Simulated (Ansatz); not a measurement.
# (NaCl)2(LiBr)2 [001] superlattice, started as rocksalt type: from the cell to its phonons, part 2 of 3

How does (NaCl)2(LiBr)2 [001] superlattice, started as rocksalt type vibrate, and is this structure a minimum?

Ansatz 0.2.0; DFT PBEsol, scalar-relativistic, plane waves, PAW.

So far: Set-up; Relaxation. The relaxed cell has a = 3.901, c = 11.004 Å (conventional setting).

The structure was built from a prototype and need not be the compound's stable phase.

### Step 3. Relaxing to small forces for the phonons

Phonons need a cell at rest on their own settings, so the relaxation is repeated with tight tolerances on forces and stress, using the mesh and the filling of the phonon run that follows.

Input file input.yaml:

```yaml
crystal:
  lattice:
    - [2.7586688248, 2.7586688248, 0.0]
    - [-2.7586688248, 2.7586688248, 0.0]
    - [0.0, 0.0, 11.0044846447]
  atoms:
    - { symbol: Br, position: [0.5, 0.5, 0.506962979] }
    - { symbol: Br, position: [0.0, 0.0, 0.743037021] }
    - { symbol: Cl, position: [0.5, 0.5, -0.007393188] }
    - { symbol: Cl, position: [0.0, 0.0, 0.257393188] }
    - { symbol: Li, position: [0.0, 0.0, 0.4974053364] }
    - { symbol: Li, position: [0.5, 0.5, 0.7525946636] }
    - { symbol: Na, position: [0.0, 0.0, 0.0024659053] }
    - { symbol: Na, position: [0.5, 0.5, 0.2475340947] }
kpoints:
  mp_grid: { grid: [8, 8, 2] }
hamiltonian:
  xc: pbesol
scf:
  occupations: { method: fixed }
output:
  forces: true
  stress: true
  eigenvalues: true
  write_density: true
  write_potential: true
  elf: true
  volumetric_format: npy
relax:
  adjacent_minimum: "off"
  f_tol: 0.001
  max_steps: 60
  cell: { stress_tol: 0.01 }
```

Started as:

```sh
ansatz run input.yaml --threads 4 --pin off --max-ram 14336MiB --backend cpu --events-out ev --progress --plain --runs-dir out
```

Numbers of over 12 decimals in the logs are rounded to 6 here.

Output:

```text
[...]
Crystal: 8 atoms, lattice volume = 167.494 Å³
Basis set: ecut = 420 eV, 3325 PW (Γ), exchange–correlation on 54×54×150 points (8 copies of the dense FFT grid, shifted against one another)
Bands: 34, of which v1, the nominal top of the filled ones, is band 26 counted from 1 (25 counted from 0)
Symmetry: 16 space group operations
[...]
k-points: 30 of 128
[...]
- [2.758697, 2.758697, 0.0]
    - [-2.758697, 2.758697, 0.0]
    - [0.0, 0.0, 11.003535]
  atoms:
    - { symbol: Br, position: [0.5, 0.5, 0.506954] }
    - { symbol: Br, position: [0, 0, 0.743046] }
    - { symbol: Cl, position: [0.5, 0.5, -0.0074519] }
    - { symbol: Cl, position: [0, 0, 0.257452] }
    - { symbol: Li, position: [0, 0, 0.497370] }
    - { symbol: Li, position: [0.5, 0.5, 0.752630] }
    - { symbol: Na, position: [0, 0, 0.00242019] }
    - { symbol: Na, position: [0.5, 0.5, 0.247580] }
[key lines of the parts left out:]
SCF converged after 9 iterations
Free energy (F): -10965.678937 eV
Fermi energy:    2.075130 eV
P = ⅓ Tr σ = 0.0012 GPa (0.012 kbar)
```

Run time: 6.5 s. Hardware: 4 threads of AMD EPYC 9R14 (Zen 4), shared host; peak memory 0.63 GiB.

Little changed from the start: no atom moved by 0.005 Å and no cell edge by 0.1 %.

Numbers from this step:

| Item | Value |
| --- | --- |
| pressure | 0.001235 GPa |
| gap on the k-mesh | 4.587 eV |
| direct gap on mesh | 4.619 eV |

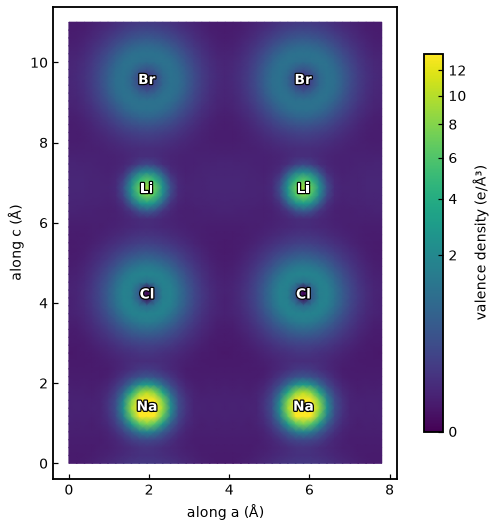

Valence density in the ac plane at fractional y = 0.000, with atoms of Br and Cl and Li and Na within 0.2 Å of it. It is the smooth field of the valence electrons, not physical close to the nuclei. The map starts off the cell's origin, so that atoms lie inside it. The colour scale is stretched toward low values.

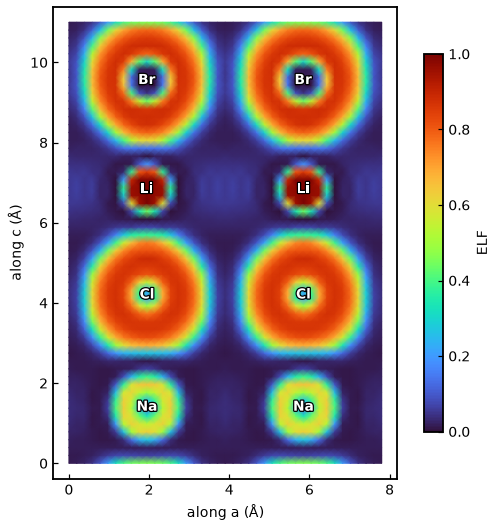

ELF in the ac plane at fractional y = 0.000, with atoms of Br and Cl and Li and Na within 0.2 Å of it. It is the smooth field of the valence electrons, not physical close to the nuclei. The map starts off the cell's origin, so that atoms lie inside it.

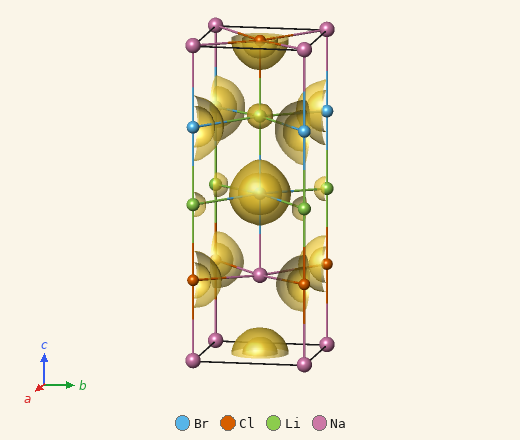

Surface of ELF = 0.85.

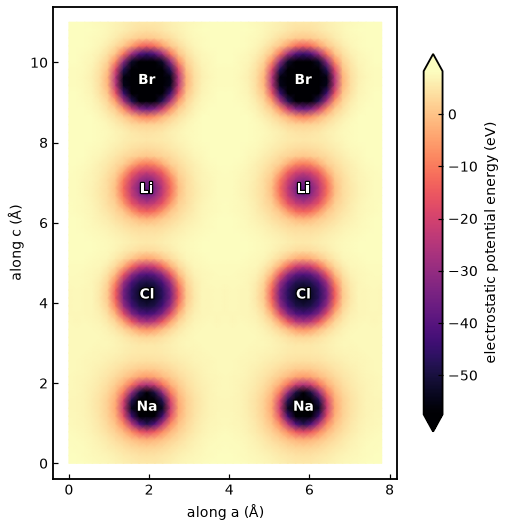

Electrostatic potential energy in the ac plane at fractional y = 0.000, with atoms of Br and Cl and Li and Na within 0.2 Å of it. With pseudopotentials it is smooth inside the atoms' cores, unlike the true potential. The map starts off the cell's origin, so that atoms lie inside it.

The largest force component left is 0.37 meV/Å and the pressure is 0.001 GPa, within the tolerances set. The cell now holds 20.94 Å³/atom.

### Step 4. Zone-centre response

The zone centre is the only wavevector solved here; it holds the modes that light can see, as far as symmetry allows. The response to a homogeneous field gives the Born charges and the dielectric tensor, and its change with displacement the Raman tensors.

Input file input.yaml:

```yaml
crystal:
  lattice:
    - [2.7586972944, 2.7586972944, 0.0]
    - [-2.7586972944, 2.7586972944, 0.0]
    - [0.0, 0.0, 11.0035352386]
  atoms:
    - { symbol: Br, position: [0.5, 0.5, 0.5069543901] }
    - { symbol: Br, position: [0.0, 0.0, 0.7430456099] }
    - { symbol: Cl, position: [0.5, 0.5, -0.0074519042] }
    - { symbol: Cl, position: [0.0, 0.0, 0.2574519042] }
    - { symbol: Li, position: [0.0, 0.0, 0.497370208] }
    - { symbol: Li, position: [0.5, 0.5, 0.752629792] }
    - { symbol: Na, position: [0.0, 0.0, 0.0024201923] }
    - { symbol: Na, position: [0.5, 0.5, 0.2475798077] }
kpoints:
  mp_grid: { grid: [8, 8, 2] }
hamiltonian:
  xc: pbesol
scf:
  occupations: { method: fixed }
output:
  eigenvalues: true
phonons:
  method: dfpt
  dielectric: true
  rigid_motions: translations
  raman: true
```

Output:

```text
[...]
Crystal: 8 atoms, lattice volume = 167.483 Å³
Basis set: ecut = 420 eV, 3325 PW (Γ), exchange–correlation on 60×60×160 points (8 copies of the dense FFT grid, shifted against one another)
Bands: 34, of which v1, the nominal top of the filled ones, is band 26 counted from 1 (25 counted from 0)
Symmetry: 16 space group operations
k-points: 42 of 128 (irreducible under 2 space group operations, time reversal used)
[...]
SCF iter   1: F=—  HF=-10965.689747 eV  |F-HF|=—  |Δ(HF+E_count)|=         —  Δρ=3.36e-3  dr2=3.04e-2  ethr=1.77e-3  ⟨swp⟩=5.5  Hψ=5476  notcnv=0  defer=221
[...]
SCF iter   8: F=-10965.678936 eV  HF=-10965.678936 eV  |F-HF|=2.91e-11  |Δ(HF+E_count)|=  3.93e-10  Δρ=2.04e-7  dr2=6.97e-11  ethr=1.00e-12  ⟨swp⟩=16.1  Hψ=10748  notcnv=0
SCF 1 converged in 8 iterations: F = -10965.678936 eV  dr2 = 6.97e-11
[...]
DFPT response loops at Γ: preconditioner auto → Resta (q_TF=auto, 2.245 Å⁻¹)  ε∞=3.6 (no band partly filled); β = 1.00, the filter's whole step (`scf.mixing.beta` (0.50) is not read by the response loops at its default; to damp them type it under 1.00, their step now; it binds the ground state too); Broyden in place of MSR1
── the response to a field inside a basis, on 8×8×4 k-points: an SCF that follows is theirs, and a resumed run solves both again ──
Bands: 27, of which v1, the nominal top of the filled ones, is band 26 counted from 1 (25 counted from 0)
k-points: 20 of 256
[...]
Eigensolver: Dense (20 Hₖ)
SCF iter   1: F=—  HF=-10965.638705 eV  |F-HF|=—  |Δ(HF+E_count)|=         —  Δρ=1.84e-4  dr2=1.27e-5  ethr=1.00e-1
[...]
SCF iter   5: F=-10965.638728 eV  HF=-10965.638728 eV  |F-HF|=8.00e-11  |Δ(HF+E_count)|=   4.97e-9  Δρ=2.13e-7  dr2=6.31e-11  ethr=6.78e-12
SCF 1 converged in 5 iterations: F = -10965.638728 eV  dr2 = 6.31e-11
[...]
SCF converged after 8 iterations
Free energy (F): -10965.678936 eV
[...]
Internal energy: -10965.678936 eV  (E = F + TS)
E sigma→0 (E₀):  -10965.678936 eV
Fermi energy:    2.075131 eV
[...]
--- Band table (eV; the first three rows and the last of 42) ---
  k-point 0: bands = [... 22 lower, 1.3660, 1.8483, 2.0431, 2.0431, 6.6621, 8.5663, 8.9109, 8.9805, ... 4 higher]
  k-point 1: bands = [... 22 lower, 1.4285, 1.5624, 2.0232, 2.0232, 7.2176, 7.6533, 8.8382, 9.0695, ... 4 higher]
  k-point 2: bands = [... 22 lower, 1.4169, 1.7699, 1.8576, 2.0555, 7.0431, 8.7693, 8.9290, 8.9886, ... 4 higher]
  k-point 41: bands = [... 22 lower, 0.7944, 0.7944, 1.1151, 1.1151, 9.0740, 9.0740, 9.2817, 9.2817, ... 4 higher]
--- Phonons (Γ-DFPT): 8 representative perturbations + reference, on 42 of 128 k-points (Σ response iterations 27) ---
  k mesh reduced under 2 symmetry operations, with k and −k counted as one. Each operation leaves every solved perturbation unchanged. A smaller set is not considered because the run solves the response to a homogeneous field
  ASR residual: 5.478e-4 → 0.000e0 eV/Å²; symmetrization residual: 1.048e-6 eV/Å²
  ASR residual per site (eV/Å²): 2.79e-4 2.79e-4 3.37e-4 3.37e-4 5.48e-4 5.48e-4 2.88e-4 2.88e-4
  Γ frequencies (cm⁻¹): 0.00 0.00 0.00 56.14 56.14 61.02 61.02 78.14 78.14 103.87 107.99 144.18 150.37 150.37 153.10 153.10 161.57 181.94 188.98 188.98 192.78 192.78 238.49 244.10
  ε∞ (high-frequency dielectric tensor):
        3.038588    -0.000000     0.000000
       -0.000000     3.038588     0.000000
        0.000000     0.000000     2.977847
  ε⁰ (static dielectric tensor: ions relaxed, cell fixed):
       11.455112     0.000000    -0.000000
        0.000000    11.455112     0.000000
       -0.000000     0.000000    10.322715
  ε⁰ − ε∞ (ionic part):
        8.416524     0.000000    -0.000000
        0.000000     8.416524     0.000000
       -0.000000     0.000000     7.344868
  softest optical mode at Γ: 56.14 cm⁻¹; the repairs (sum rule, projections) moved no ω² at Γ by more than (4.74 cm⁻¹)²
  Born effective charges Z* (e; rows j = field, columns β = displacement):
    site 0:
        -1.22106    0.00000   -0.00000
        -0.00000   -1.22106    0.00000
        -0.00000   -0.00000   -0.99662
    site 1:
        -1.22106   -0.00000    0.00000
        -0.00000   -1.22106    0.00000
         0.00000   -0.00000   -0.99662
    site 2:
        -1.08923    0.00000    0.00000
         0.00000   -1.08923   -0.00000
        -0.00000   -0.00000   -1.29768
    site 3:
        -1.08923    0.00000    0.00000
        -0.00000   -1.08923    0.00000
        -0.00000   -0.00000   -1.29768
    site 4:
         1.23994   -0.00000    0.00000
         0.00000    1.23994    0.00000
         0.00000    0.00000    1.10957
    site 5:
         1.23994   -0.00000    0.00000
         0.00000    1.23994    0.00000
        -0.00000   -0.00000    1.10957
    site 6:
         1.07035   -0.00000   -0.00000
         0.00000    1.07035    0.00000
         0.00000   -0.00000    1.18473
    site 7:
         1.07035   -0.00000    0.00000
         0.00000    1.07035   -0.00000
        -0.00000   -0.00000    1.18473
  Z* charge neutrality: 1.152e-2 e pre-enforcement
  solved inside a basis spanned on kpoints, on 8×8×4 k-points: ε∞ is read to err by 9.1e-3, Z* by 1.2e-2 e (field_mesh: kpoints solves on kpoints); Z* is corrected for what the basis lacks
  Raman tensors (in the event stream and the table raman_tensors.tsv): an entry may err by 6.4e-2 Å², one of the second-order susceptibility by 2.1e-19 pm/V (basis, points and sum rule); their sum over the sites missed zero by 1.370e-16 Å² ahead of its enforcement
  optical modes at Γ without the LO–TO term, one row a degenerate level:
      ω (cm⁻¹)  modes    IR ((D/Å)²/amu)  static Raman (Å⁴/amu)  depolarisation
         56.14      2             0.4801                 0.0000               —
         61.02      2             0.0000                 0.0923           0.750
         78.14      2             0.0000                 0.0057           0.750
        103.87      1             0.0000                 0.1707           0.420
        107.99      1             1.9779                 0.0000               —
        144.18      1             0.0000                 0.0257           0.329
        150.37      2            21.3842                 0.0000               —
        153.10      2             0.0000                 0.0018           0.750
        161.57      1             9.7235                 0.0000               —
        181.94      1             0.0000                 0.0619           0.004
        188.98      2             7.9889                 0.0000               —
        192.78      2             0.0000                 0.0182           0.750
        238.49      1             0.0000                 4.8195           0.007
        244.10      1             2.0665                 0.0000               —
  optical modes at Γ + LO–TO along q̂ = [1.0000, 0.0000, 0.0000]:
      ω (cm⁻¹)  modes    IR ((D/Å)²/amu)  static Raman (Å⁴/amu)  depolarisation
         56.14      1             0.2401                 0.0000               —
         58.42      1             0.0160                 0.0000               —
         61.02      2             0.0000                 0.0923           0.750
         78.14      2             0.0000                 0.0057           0.750
        103.87      1             0.0000                 0.1707           0.420
        107.99      1             1.9779                 0.0000               —
        144.18      1             0.0000                 0.0257           0.329
        150.37      1            10.6921                 0.0000               —
        153.10      2             0.0000                 0.0018           0.750
        161.57      1             9.7235                 0.0000               —
        177.67      1             0.1556                 0.0000               —
        181.94      1             0.0000                 0.0619           0.004
        188.98      1             3.9944                 0.0000               —
        192.78      2             0.0000                 0.0182           0.750
        238.49      1             0.0000                 4.8195           0.007
        244.10      1             2.0665                 0.0000               —
        298.42      1            14.7550                 0.0000               —
  optical modes at Γ + LO–TO along q̂ = [0.0000, 1.0000, 0.0000]:
      ω (cm⁻¹)  modes    IR ((D/Å)²/amu)  static Raman (Å⁴/amu)  depolarisation
         56.14      1             0.2401                 0.0000               —
         58.42      1             0.0160                 0.0000               —
         61.02      2             0.0000                 0.0923           0.750
         78.14      2             0.0000                 0.0057           0.750
        103.87      1             0.0000                 0.1707           0.420
        107.99      1             1.9779                 0.0000               —
        144.18      1             0.0000                 0.0257           0.329
        150.37      1            10.6921                 0.0000               —
        153.10      2             0.0000                 0.0018           0.750
        161.57      1             9.7235                 0.0000               —
        177.67      1             0.1556                 0.0000               —
        181.94      1             0.0000                 0.0619           0.004
        188.98      1             3.9944                 0.0000               —
        192.78      2             0.0000                 0.0182           0.750
        238.49      1             0.0000                 4.8195           0.007
        244.10      1             2.0665                 0.0000               —
        298.42      1            14.7550                 0.0000               —
  optical modes at Γ + LO–TO along q̂ = [0.0000, 0.0000, 1.0000]:
      ω (cm⁻¹)  modes    IR ((D/Å)²/amu)  static Raman (Å⁴/amu)  depolarisation
         56.14      2             0.4801                 0.0000               —
         61.02      2             0.0000                 0.0923           0.750
         78.14      2             0.0000                 0.0057           0.750
        103.87      1             0.0000                 0.1707           0.420
        116.36      1             0.0878                 0.0000               —
        144.18      1             0.0000                 0.0257           0.329
        150.37      2            21.3842                 0.0000               —
        153.10      2             0.0000                 0.0018           0.750
        181.94      1             0.0000                 0.0619           0.004
        188.98      2             7.9889                 0.0000               —
        192.78      2             0.0000                 0.0182           0.750
        224.10      1             1.3141                 0.0000               —
        238.49      1             0.0000                 4.8195           0.007
        304.09      1            12.3659                 0.0000               —
```

The job ended after 2.3 min (4 threads; peak memory 2.2 GiB).

Reading the cycles: dr2 is the Hartree energy of the density residual (eV), the measure of convergence; HF is the Harris–Foulkes estimate of the energy, which meets the free energy F at convergence.

This step gave:

```yaml
sum_rule_residual_before_enforcement: 5.48e-4 eV/Å²
miss_of_the_charge_sum_rule: 0.01152 e
estimated_error_of_the_dielectric_tensor: 0.009083
estimated_error_of_the_born_charges: 0.01156 e
point_group: 4/mmm
highest_optical_mode_at_the_zone_centre_no_lo_to_term: 244.1 cm⁻¹
lowest_optical_zone_centre_mode: 56.14 cm⁻¹
mean_high_frequency_dielectric_constant: 3.018
largest_born_charge_third_of_the_trace: 1.196 e
mean_static_dielectric_constant: 11.08
top_of_the_zone_centre_spectrum_with_the_field: 304.1 cm⁻¹
```

Without the LO-TO term. Patterns of degenerate modes are one choice out of their space. Modes at Γ, with each element's share of the kinetic energy:

```
mode  frequency (cm⁻¹)  symmetry  Br %  Cl %  Li %  Na %
   1               0.0  acoustic    55    24     5    16
   2               0.0  acoustic    55    24     5    16
   3               0.0  acoustic    55    24     5    16
   4              56.1        Eu    41    32     0    27
   5              56.1        Eu    41    32     0    27
   6              61.0        Eg    57    24     5    15
   7              61.0        Eg    57    24     5    15
   8              78.1        Eg    39    33     1    28
   9              78.1        Eg    39    33     1    28
  10             103.9       A1g    84     2     0    14
  11             108.0       A2u    26    61    10     2
  12             144.2       A1g     1    89     9     1
  13             150.4        Eu     4     0    95     1
  14             150.4        Eu     4     0    95     1
  15             153.1        Eg     5     0    95     0
  16             153.1        Eg     5     0    95     0
  17             161.6       A2u    14     6    15    64
  18             181.9       A1g    13     3    12    72
  19             189.0        Eu     0    43     0    56
  20             189.0        Eu     0    43     0    56
  21             192.8        Eg     0    44     0    56
  22             192.8        Eg     0    44     0    56
  23             238.5       A1g     2     6    79    13
  24             244.1       A2u     4     8    70    17
```

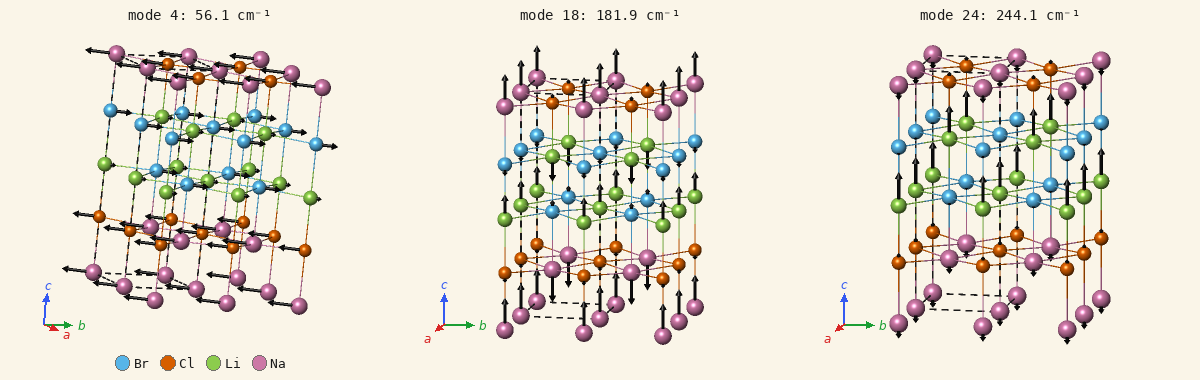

Displacement patterns of modes 4, 18 and 24 at Γ; arrows are exaggerated. 2×2×1 cells are drawn. Some periodic images of atoms are drawn too.

Optical modes at the zone centre, without and with the macroscopic field of the longitudinal modes; each column is sorted by frequency, so a row need not hold one and the same mode. Modes with and without the field, by row:

```
rank among optical modes  no field (cm⁻¹)  q along (1, 0, 0) (cm⁻¹)  q along (0, 0, 1) (cm⁻¹)
                       1             56.1                      56.1                      56.1
                       2             56.1                      58.4                      56.1
                       3               61                        61                        61
                       4               61                        61                        61
                       5             78.1                      78.1                      78.1
                       6             78.1                      78.1                      78.1
                       7            103.9                     103.9                     103.9
                       8              108                       108                     116.4
                       9            144.2                     144.2                     144.2
                      10            150.4                     150.4                     150.4
                      11            150.4                     153.1                     150.4
                      12            153.1                     153.1                     153.1
                      13            153.1                     161.6                     153.1
                      14            161.6                     177.7                     181.9
                      15            181.9                     181.9                       189
                      16              189                       189                       189
                      17              189                     192.8                     192.8
                      18            192.8                     192.8                     192.8
                      19            192.8                     238.5                     224.1
                      20            238.5                     244.1                     238.5
                      21            244.1                     298.4                     304.1
```

Born charge (rows field, columns displacement) (e), principal values of the symmetric part by kind of site:

```
atom  atoms with these values    low  middle   high   mean
 Br1                        2  -1.22   -1.22  -1.00  -1.15
 Cl3                        2  -1.30   -1.09  -1.09  -1.16
 Li5                        2   1.11    1.24   1.24   1.20
 Na7                        2   1.07    1.07   1.18   1.11
```

In full for Li5:

```
1.24 0.00 0.00
0.00 1.24 0.00
0.00 0.00 1.11
```

High-frequency dielectric tensor:

```
3.04 0.00 0.00
0.00 3.04 0.00
0.00 0.00 2.98
```

Static dielectric tensor (ions relaxed, fixed cell):

```
11.46  0.00  0.00
 0.00 11.46  0.00
 0.00  0.00 10.32
```

(Part 2 of 3 ends here.)

[Logs are printed without paths, hosts, clocks, repeated set-up lines and the standing remarks that a program may print on its own settings, such as how far it seeks lower states.]

[Hosts, paths, dates, database ids (printed as entryN), source tags and the programs' standing remarks are cut or masked in the printed files.]
